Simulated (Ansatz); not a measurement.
Consider CH3SSi (SMILES [SiH2]=[C]S) (doublet).

Input file:

```
crystal:
  periodic: [false, false, false]
  atoms:
    - { symbol: Si, position_ang: [-0.80325, 0.41992, -0.72629] }
    - { symbol: C, position_ang: [0.33663, -0.62231, 0.15524] }
    - { symbol: S, position_ang: [1.33311, -0.03961, 1.42628] }
    - { symbol: H, position_ang: [-1.51256, -0.34658, -1.74489] }
    - { symbol: H, position_ang: [-1.28951, 1.80518, -0.79172] }
    - { symbol: H, position_ang: [0.89205, 1.23176, 1.37707] }
magnetization:
  spin_polarized: true
  initial_magnetization: 1
basis:
  gaussian: { orbitals: def2-SVP }
hamiltonian:
  xc: b3lyp
  dispersion: d4
relax:
  f_tol: 0.015
  max_steps: 40
output:
  orbitals: {}
```

Command:

```sh
ansatz run input.yaml --threads 1 --pin off --max-ram 2048MiB --backend cpu --events-out ev --progress --plain --runs-dir out
```

The fields are those of the relaxed geometry.

Method: Ansatz, UKS B3LYP-D4/def2-SVP.

**What can the converged electron density, electron localisation function and spin density tell about the bonding?**

C–S (1.68 Å): the density is about 1.5 e/Å³ at the midpoint; the ELF peaks at about 0.90 between the atoms: a covalent bond.
C–Si (1.69 Å): ρ at the midpoint is about 1.1 e/Å³; the ELF peaks at about 0.90 between the atoms, as expected for localised, covalent bonding.
Si–H (1.48 Å): ρ is about 0.77 e/Å³ halfway; the ELF climbs to about 1 towards the hydrogen, as it does in any bond to H.
The unpaired spin (1 electron) lies mostly on C2 (about 0.6), S3 (about 0.3) and Si1 (about 0.1), in electrons by Hirshfeld's partition.

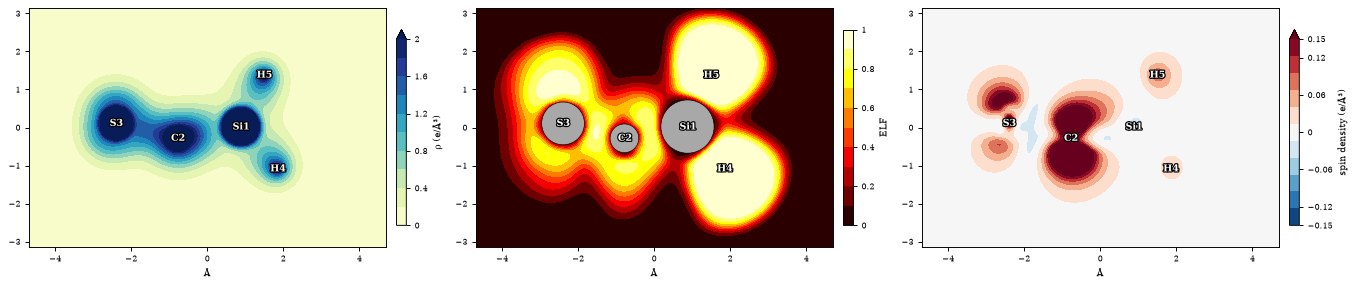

Computed electron density, electron localisation function and spin density on the plane of atoms H4, Si1 and H5, in this order. Grey discs cover the atomic cores in the ELF map. 
